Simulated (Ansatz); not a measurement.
System (SMILES): Br (HBr).
Atoms: Br1, H2. Bonds: Br1-H2.

Basis-set convergence of the optimised Br1-H2 bond length at CCSD(T) with Ansatz (a program for electronic structure). The reference of a correlated method is not its basis-set limit, which lies further on. Cartesian d functions, on some or all atoms, in 3-21G, 6-31G, 6-31G**; all else is spherical. Cores are frozen (with 3d on Ga to Br). No added dispersion term, no relativity. Reference: the value in aug-pcseg-3, 1.4217 Å, itself unsure by roughly 0.0007 Å (its mean distance from aug-cc-pVQZ, def2-QZVPPD, pcseg-3). Deviations are taken from unrounded values. Cost is core time over that of pcseg-2, rough, on shared machines of one kind; a dash marks a row that isn't timed (too short, read off another run, short of memory, by another algorithm or on other hardware). It counts the whole optimisation.

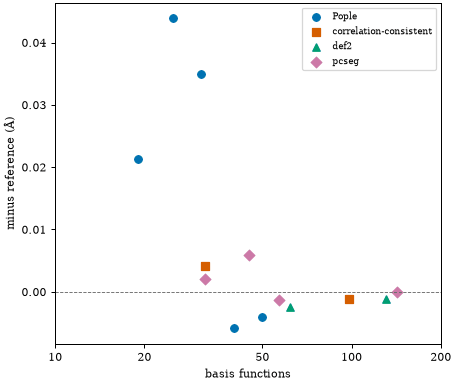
*Deviation from the reference against the number of basis functions, by family of sets.*

```
basis        functions  optimised Br1-H2 bond length (Å)  minus reference (Å)  cost
-----------  ---------  --------------------------------  -------------------  ----
STO-3G              19                            1.4430               0.0213     -
3-21G               25                            1.4656               0.0439     -
6-31G               31                            1.4566               0.0349     -
cc-pVDZ             32                            1.4258               0.0041     -
pcseg-1             32                            1.4238               0.0021     -
6-31G**             40                            1.4159              -0.0058  0.7×
aug-pcseg-1         45                            1.4277               0.0060  0.6×
6-311G**            50                            1.4176              -0.0041  0.9×
pcseg-2             57                            1.4204              -0.0013    1×
def2-TZVPP          62                            1.4192              -0.0025    1×
cc-pVQZ             98                            1.4205              -0.0012    6×
def2-QZVPPD        131                            1.4205              -0.0012   20×
aug-pcseg-3        142                            1.4217               0.0000   30×
```
